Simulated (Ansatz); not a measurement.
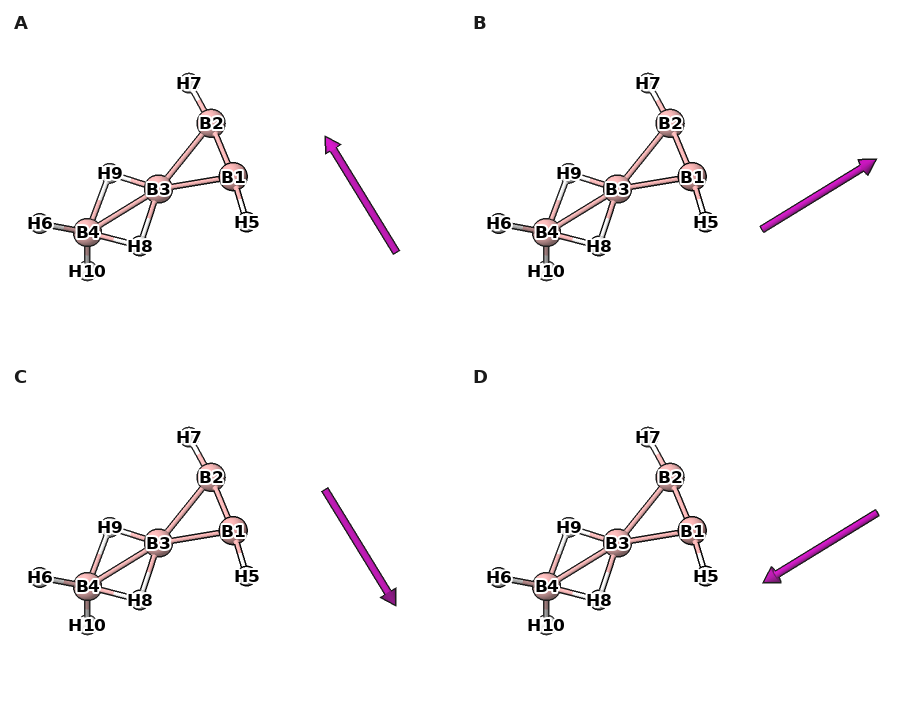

The same molecule four times, each with an arrow. The geometry was computed by an optimisation with PBE0-D4/def2-TZVP. No frequency run is at hand to confirm it as a minimum. Method: RKS PBE0-D4/def2-TZVP (Ansatz 0.2.0).

**Which arrow points along the dipole moment, from the negative to the positive end?**

D. The dipole moment is 2.38 D; it points from the side of B1, B2, H5, H7 to the side of H6, H10 (the outermost atoms at the two ends).
